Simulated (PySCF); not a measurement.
The calculation's input:

```
{"job": {"kind": "nmr", "xc": "PBE0", "basis": "pcSseg-1"}, "charge": 0, "multiplicity": 1}
S      3.716982    -1.518498    -0.593583
Si     2.908515     0.357576     0.051163
O      1.428863     0.410983    -0.588910
Si    -0.082125    -0.122248    -0.752744
S     -1.128018     0.668998     0.946223
Si    -3.097748    -0.136585     0.686391
S     -3.920360     0.401621    -1.220504
H      4.906362    -1.374996    -0.028819
H      2.838624     0.369420     1.502616
H      3.609176     1.460098    -0.581850
H     -0.545436     0.505629    -1.975672
H     -0.131250    -1.573354    -0.697378
H     -3.863628     0.468736     1.758078
H     -3.086049    -1.585665     0.654790
H     -3.558323     1.676276    -1.193023
```

Run with:

```sh
OMP_NUM_THREADS=1 python probes_run.py task.json out
```

Geometry: GFN2-xTB.

All numbers below come from PBE0/pcSseg-1, SCF density, gas phase, non-relativistic in PySCF 2.14.0.

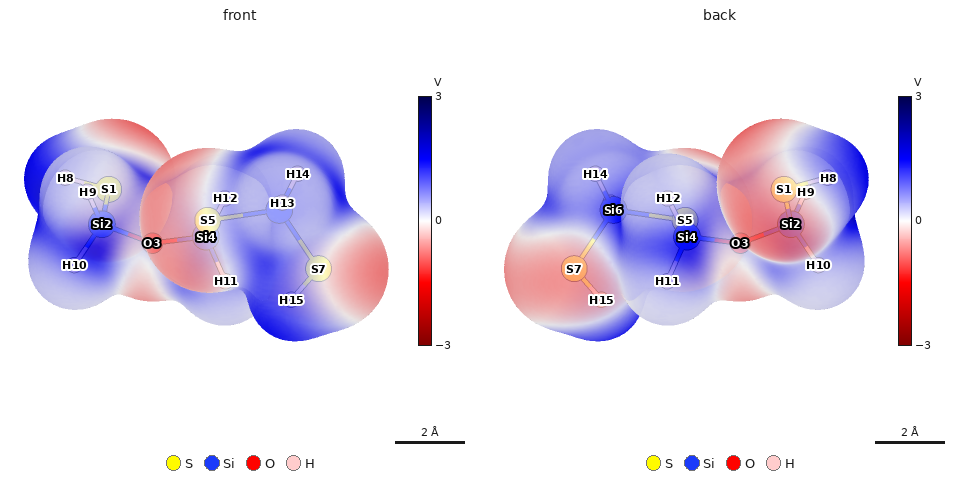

H$_{8}$OS$_{3}$Si$_{3}$ (SMILES S[SiH2]O[SiH2]S[SiH2]S). The electrostatic potential painted on the density surface at 0.002 e/bohr³, seen from the front and from behind; the colour scale runs from red (negative) to blue (positive).

Question: Describe the electrostatic potential map.

Answer: The most negative region (about −0.9 V) lies over S1, the most positive (about +2.0 V) over Si2.

Question: How polar is the molecule by this calculation?

Answer: Its dipole moment is 1.45 D.
